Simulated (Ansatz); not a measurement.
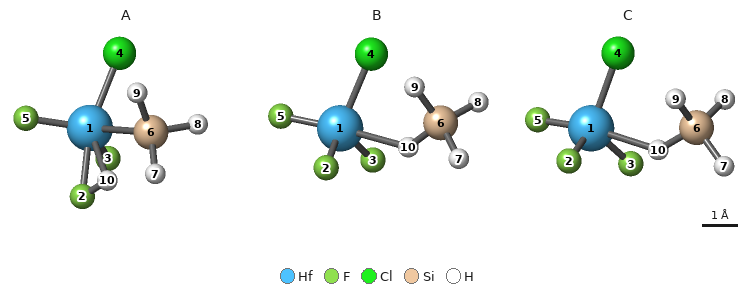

3 geometries from a converged minimum-energy path of HfSiH$_{4}$ClF$_{3}$, shuffled. A ball-and-stick model, seen at a tilt.

The calculation used RKS PBE-D4/def2-SVP in Ansatz. Settings: 5 movable images; climbing image; force threshold 0.03 eV/Å; iteration limit 60; starting path through a guess of the saddle point.

### Which of them lies highest in energy?

A. In order along the path, whose images run from 0 to 6: C (image 1, 0.00 eV), B (image 2, +0.07 eV), A (image 5, +1.94 eV). Breaking: Si6–H10 (1.52 → 2.01 at the top → 2.22 Å). Forming: Hf1–Si6 (3.66 → 2.88 at the top → 2.78 Å).
